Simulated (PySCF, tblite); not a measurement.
# Si₄H₁₀O: a rotation path, then NMR shifts on frames, part 2 of 2

tblite 0.8.0 and PySCF 2.14.0. Atoms count from 0. The steps go on from the part before.

### 5 Nuclear shieldings: image 5, PBE0/pcSseg-1

Job settings and geometry (Å):

```
{"job": {"kind": "nmr", "xc": "PBE0", "basis": "pcSseg-1", "pop": false}, "charge": 0, "multiplicity": 1}
O     -1.611000    -1.556700    -1.485500
Si    -1.176000    -0.789600    -0.102400
Si    -1.865400     1.367500    -0.549500
Si     1.084500    -1.156000     0.350800
Si     2.316700     0.738300     0.821300
H     -1.511200    -2.498200    -1.599700
H     -1.977400    -1.415900     0.975500
H     -1.597300     2.221100     0.615100
H     -3.291400     1.528100    -0.850600
H     -1.133500     1.966200    -1.671300
H      1.709900    -1.877100    -0.777200
H      1.237100    -2.137500     1.442600
H      2.349200     1.669600    -0.308700
H      3.713500     0.469200     1.167400
H      1.748100     1.478900     1.950300
```

Method: GIAO PBE0/pcSseg-1 NMR shielding, non-relativistic, gas phase.

What it wrote:

```text
coarse grid: 13784 points
cycle   1  E = -1238.4706457809  dE =  2.809e-02  |g| = 7.126e-01  |ddm| = 3.375e+00
cycle   2  E = -1238.2983717518  dE =  1.723e-01  |g| = 1.177e+00  |ddm| = 1.932e+00
cycle   3  E = -1238.5611665098  dE = -2.628e-01  |g| = 6.337e-02  |ddm| = 1.492e+00
cycle   4  E = -1238.5620923179  dE = -9.258e-04  |g| = 1.280e-02  |ddm| = 9.874e-02
cycle   5  E = -1238.5621334853  dE = -4.117e-05  |g| = 4.372e-03  |ddm| = 2.556e-02
cycle   6  E = -1238.5621395375  dE = -6.052e-06  |g| = 7.147e-04  |ddm| = 7.410e-03
final grid: 112632 points
cycle   7  E = -1238.5974790415  dE = -1.253e-05  |g| = 5.398e-03  |ddm| = 1.719e-02
cycle   8  E = -1238.5974727422  dE =  6.299e-06  |g| = 7.963e-03  |ddm| = 1.075e-02
cycle   9  E = -1238.5974836351  dE = -1.089e-05  |g| = 4.234e-04  |ddm| = 6.913e-03
cycle  10  E = -1238.5974836634  dE = -2.829e-08  |g| = 6.621e-05  |ddm| = 4.620e-04
cycle  11  E = -1238.5974836647  dE = -1.247e-09  |g| = 1.778e-05  |ddm| = 1.243e-04
cycle  12  E = -1238.5974836648  dE = -9.800e-11  |g| = 2.717e-06  |ddm| = 3.256e-05
converged SCF energy = -1238.5974836648

GIAO shielding tensors (ppm)
atom      isotropic    diamagn.    paramagn.     s11        s22        s33       span
  0 O      332.996     385.978     -52.982    270.008    349.968    379.012    109.004
  1 Si     358.890     878.533    -519.642    273.329    337.504    465.837    192.508
  2 Si     465.623     880.457    -414.834    448.566    466.416    481.887     33.321
  3 Si     476.239     882.127    -405.888    447.109    482.047    499.562     52.452
  4 Si     469.065     880.340    -411.274    458.083    469.223    479.891     21.808
  5 H       31.596      30.870       0.725     22.998     26.499     45.290     22.292
  6 H       25.451      29.102      -3.651     22.822     24.338     29.193      6.371
  7 H       28.518      29.899      -1.381     25.005     27.172     33.376      8.370
  8 H       28.025      28.661      -0.636     24.626     25.450     33.999      9.374
  9 H       28.103      29.846      -1.743     24.833     26.626     32.851      8.018
 10 H       28.252      30.348      -2.096     24.892     26.151     33.715      8.823
 11 H       28.206      29.946      -1.739     24.530     25.986     34.102      9.572
 12 H       28.214      29.776      -1.562     24.673     26.696     33.273      8.600
 13 H       28.209      28.748      -0.539     24.562     25.538     34.528      9.966
 14 H       28.435      29.645      -1.209     25.031     26.671     33.604      8.573
```

Wall time 16 s (1 thread of Arm Neoverse V1, shared host); peak memory 0.79 GiB.

This run: δ O0 3.1, Si1 -9.7, Si2 -116.5, Si4 -119.9, H6 6.27, H8 3.69 ppm.

### 6 Shielding tensors: image 6, PBE0/pcSseg-1

Job settings and geometry (Å):

```
{"job": {"kind": "nmr", "xc": "PBE0", "basis": "pcSseg-1", "pop": false}, "charge": 0, "multiplicity": 1}
O     -1.715300    -1.644500    -1.340000
Si    -1.166000    -0.751400    -0.078800
Si    -1.868700     1.362600    -0.681500
Si     1.116000    -1.117200     0.243500
Si     2.320900     0.716200     0.958500
H     -1.627600    -2.593400    -1.369900
H     -1.884600    -1.255000     1.115700
H     -1.503200     2.318800     0.371800
H     -3.311900     1.517400    -0.888300
H     -1.219000     1.839100    -1.907600
H      1.714600    -1.635800    -1.003100
H      1.334500    -2.254600     1.160900
H      2.293200     1.803800    -0.022000
H      3.734000     0.434300     1.216300
H      1.778600     1.267800     2.202600
```

With the program's defaults for keys left out, this is: GIAO PBE0/pcSseg-1 NMR shielding, non-relativistic, gas phase.

What it wrote:

```text
coarse grid: 13784 points
cycle   1  E = -1238.4710415911  dE =  2.788e-02  |g| = 7.124e-01  |ddm| = 3.374e+00
cycle   2  E = -1238.2967333517  dE =  1.743e-01  |g| = 1.181e+00  |ddm| = 1.974e+00
cycle   3  E = -1238.5615482357  dE = -2.648e-01  |g| = 6.356e-02  |ddm| = 1.531e+00
cycle   4  E = -1238.5624825215  dE = -9.343e-04  |g| = 1.284e-02  |ddm| = 1.005e-01
cycle   5  E = -1238.5625230391  dE = -4.052e-05  |g| = 4.545e-03  |ddm| = 2.527e-02
cycle   6  E = -1238.5625294032  dE = -6.364e-06  |g| = 7.130e-04  |ddm| = 7.431e-03
final grid: 112632 points
cycle   7  E = -1238.5980067523  dE = -1.277e-05  |g| = 5.162e-03  |ddm| = 1.490e-02
cycle   8  E = -1238.5980010088  dE =  5.744e-06  |g| = 7.596e-03  |ddm| = 1.049e-02
cycle   9  E = -1238.5980109137  dE = -9.905e-06  |g| = 4.244e-04  |ddm| = 6.735e-03
cycle  10  E = -1238.5980109415  dE = -2.783e-08  |g| = 6.060e-05  |ddm| = 4.653e-04
cycle  11  E = -1238.5980109426  dE = -1.012e-09  |g| = 1.837e-05  |ddm| = 1.204e-04
cycle  12  E = -1238.5980109427  dE = -1.103e-10  |g| = 2.579e-06  |ddm| = 3.322e-05
converged SCF energy = -1238.5980109427

GIAO shielding tensors (ppm)
atom      isotropic    diamagn.    paramagn.     s11        s22        s33       span
  0 O      333.381     385.735     -52.354    272.146    349.311    378.687    106.542
  1 Si     358.716     878.594    -519.878    272.335    336.818    466.995    194.660
  2 Si     465.516     880.511    -414.995    448.471    466.615    481.463     32.992
  3 Si     476.139     882.171    -406.032    449.488    479.704    499.227     49.739
  4 Si     469.648     880.356    -410.707    458.778    470.489    479.678     20.900
  5 H       31.567      30.811       0.756     22.927     26.474     45.301     22.374
  6 H       25.460      29.314      -3.854     22.851     24.473     29.057      6.206
  7 H       28.511      29.935      -1.423     24.935     27.253     33.345      8.410
  8 H       28.012      28.659      -0.647     24.632     25.434     33.971      9.339
  9 H       28.100      29.742      -1.642     24.902     26.463     32.935      8.033
 10 H       28.244      30.418      -2.173     24.979     26.083     33.672      8.693
 11 H       28.158      29.993      -1.835     24.563     25.903     34.008      9.445
 12 H       28.289      29.764      -1.476     24.683     26.844     33.338      8.654
 13 H       28.226      28.721      -0.495     24.618     25.534     34.525      9.907
 14 H       28.465      29.548      -1.083     25.119     26.549     33.725      8.606
```

Run time: 17 s. Hardware: 1 thread of Arm Neoverse V1, shared host; peak memory 0.79 GiB.

This run: δ O0 2.7, Si1 -9.6, Si2 -116.4, Si4 -120.5, H6 6.26, H8 3.70 ppm.

### 7 Nuclear shieldings: image 8, PBE0/pcSseg-1

Job settings and geometry (Å):

```
{"job": {"kind": "nmr", "xc": "PBE0", "basis": "pcSseg-1", "pop": false}, "charge": 0, "multiplicity": 1}
O     -1.863300    -1.760900    -0.973900
Si    -1.135800    -0.627500    -0.039200
Si    -1.947800     1.319200    -0.972700
Si     1.169100    -0.967400     0.023900
Si     2.373500     0.585800     1.234300
H     -1.763000    -2.697700    -0.831200
H     -1.646400    -0.837900     1.337100
H     -1.446400     2.460900    -0.197100
H     -3.407100     1.451200    -1.005500
H     -1.488800     1.525300    -2.350300
H      1.698700    -1.028400    -1.353000
H      1.488600    -2.325700     0.516300
H      2.268100     1.924500     0.647800
H      3.804300     0.288800     1.327500
H      1.891600     0.697900     2.613900
```

With the program's defaults for keys left out, this is: GIAO PBE0/pcSseg-1 NMR shielding, non-relativistic, gas phase.

What it wrote:

```text
coarse grid: 13784 points
cycle   1  E = -1238.4725147692  dE =  2.694e-02  |g| = 7.111e-01  |ddm| = 3.373e+00
cycle   2  E = -1238.2966414690  dE =  1.759e-01  |g| = 1.183e+00  |ddm| = 2.020e+00
cycle   3  E = -1238.5626572535  dE = -2.660e-01  |g| = 6.426e-02  |ddm| = 1.573e+00
cycle   4  E = -1238.5636171743  dE = -9.599e-04  |g| = 1.313e-02  |ddm| = 1.040e-01
cycle   5  E = -1238.5636591062  dE = -4.193e-05  |g| = 4.815e-03  |ddm| = 2.579e-02
cycle   6  E = -1238.5636660659  dE = -6.960e-06  |g| = 7.077e-04  |ddm| = 7.637e-03
final grid: 112632 points
cycle   7  E = -1238.5991474972  dE = -1.204e-05  |g| = 5.490e-03  |ddm| = 1.493e-02
cycle   8  E = -1238.5991407621  dE =  6.735e-06  |g| = 8.164e-03  |ddm| = 1.142e-02
cycle   9  E = -1238.5991522651  dE = -1.150e-05  |g| = 4.268e-04  |ddm| = 7.347e-03
cycle  10  E = -1238.5991522930  dE = -2.786e-08  |g| = 5.781e-05  |ddm| = 4.645e-04
cycle  11  E = -1238.5991522938  dE = -8.802e-10  |g| = 1.545e-05  |ddm| = 1.066e-04
converged SCF energy = -1238.5991522938

GIAO shielding tensors (ppm)
atom      isotropic    diamagn.    paramagn.     s11        s22        s33       span
  0 O      334.566     385.367     -50.801    272.264    345.779    385.654    113.390
  1 Si     358.170     878.687    -520.517    272.280    334.672    467.556    195.276
  2 Si     464.944     880.396    -415.451    444.458    468.370    482.005     37.547
  3 Si     475.917     882.244    -406.327    458.623    470.792    498.336     39.713
  4 Si     470.104     880.284    -410.180    460.890    468.454    480.968     20.078
  5 H       31.524      30.945       0.579     22.769     26.397     45.407     22.638
  6 H       25.490      29.755      -4.264     22.659     24.885     28.926      6.267
  7 H       28.508      29.828      -1.320     24.925     27.148     33.450      8.525
  8 H       27.977      28.611      -0.634     24.649     25.404     33.878      9.229
  9 H       28.095      29.477      -1.382     24.856     26.330     33.097      8.241
 10 H       28.226      30.521      -2.295     25.051     26.019     33.608      8.557
 11 H       28.164      30.234      -2.069     24.668     25.939     33.887      9.219
 12 H       28.410      29.599      -1.189     24.735     26.890     33.606      8.871
 13 H       28.228      28.664      -0.436     24.727     25.528     34.429      9.703
 14 H       28.421      29.379      -0.958     25.018     26.441     33.803      8.784
```

It took 15 s on 1 thread of Arm Neoverse V1, shared host; peak memory 0.79 GiB.

In short: δ O0 1.5, Si1 -9.0, Si2 -115.8, Si4 -120.9, H6 6.23, H8 3.74 ppm.

### 8 Run by run: NMR shifts

Shifts (ppm) of some atoms, chosen among heavy atoms and hydrogens apart, with basis size and wall time:

```tsv
frame	H14	H11	O0	Si1	Si2	Si4	Si3	functions	time
image 0	3.59	3.15	-0.4	-5.8	-116.4	-118.6	-128.9	163	15 s
image 2	3.47	3.24	2.0	-7.1	-116.1	-118.7	-128.2	163	15 s
image 5	3.28	3.51	3.1	-9.7	-116.5	-119.9	-127.1	163	16 s
image 6	3.25	3.56	2.7	-9.6	-116.4	-120.5	-127.0	163	17 s
image 8	3.30	3.55	1.5	-9.0	-115.8	-120.9	-126.8	163	15 s
```

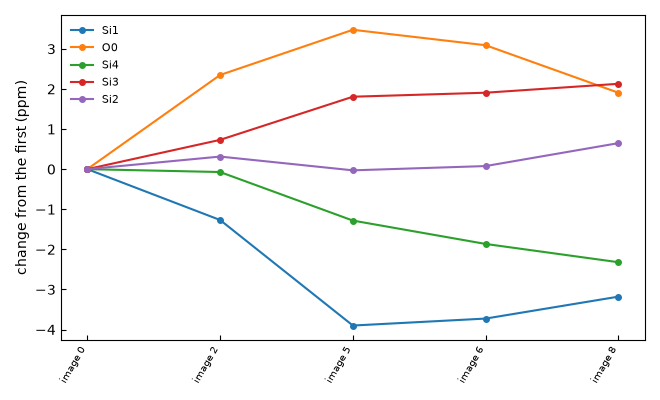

How five of the tabulated atoms move from run to run.

### 9 Summary of results

What follows sums up all 2 parts.

```
                                        quantity                                                           value
                                         barrier                              0.019 eV (0.4 kcal/mol) at image 5
                           end to end (GFN2-xTB)                                                        0.015 eV
  1H shifts against TMS (PBE0/pcSseg-1, image 0)  6.41, 3.70, 3.65, 3.60, 3.59, 3.59, 3.55, 3.22, 3.15, 0.08 ppm
 17O shifts against H2O (PBE0/pcSseg-1, image 0)                                                        -0.4 ppm
29Si shifts against TMS (PBE0/pcSseg-1, image 0)                                -5.8, -116.4, -118.6, -128.9 ppm
                       range of the shift of Si1                                                -9.7 to -5.8 ppm
```

**Reading.** Along the band the dihedral turns by 119°, and the top (dihedral 15°) lies 0.4 kcal/mol above the start (GFN2-xTB, rough), so at room temperature this motion is fast. Ends this close can change order at a higher level. The top was not checked by a frequency run. Shifts at one fixed geometry are not the observed spectrum, which averages over the motion. In the first frame run (image 0): The widest tensor belongs to Si1: span 188 ppm, with a paramagnetic part of -524 ppm. In ppm, Si1 moves most: its shift spreads over 3.9 ppm, from -9.7 (image 5) to -5.8 (image 0).
